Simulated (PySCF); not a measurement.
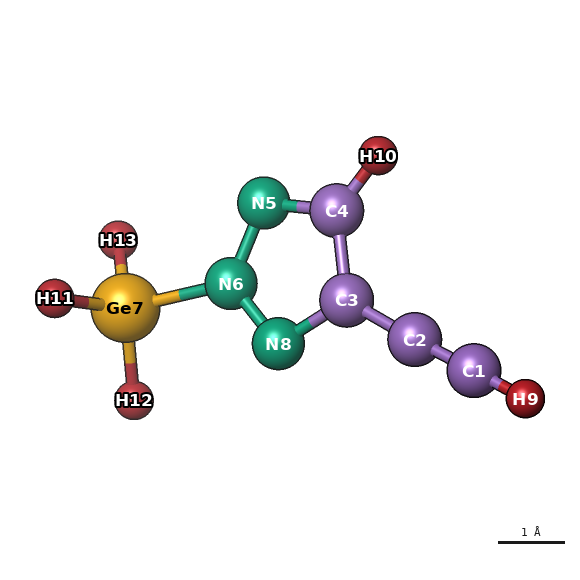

Orthographic view with a scale bar. The computed structure is the end point of a GFN2-xTB optimisation. No frequency run is at hand to confirm it as a minimum.

Write Cartesian coordinates in Å in the frame of the picture: x to the right, y up, z towards the viewer, origin at the mean of the atomic positions.

```xyz
13
C4H5GeN3
C    2.89  -1.13   1.96
C    1.99  -0.66   1.32
C    0.96  -0.06   0.57
C    0.81   1.30   0.22
N   -0.29   1.42  -0.49
N   -0.79   0.19  -0.56
Ge  -2.39  -0.18  -1.38
N   -0.07  -0.72   0.06
H    3.67  -1.55   2.52
H    1.44   2.13   0.45
H   -3.47  -0.03  -0.35
H   -2.26  -1.58  -1.86
H   -2.50   0.85  -2.45
```
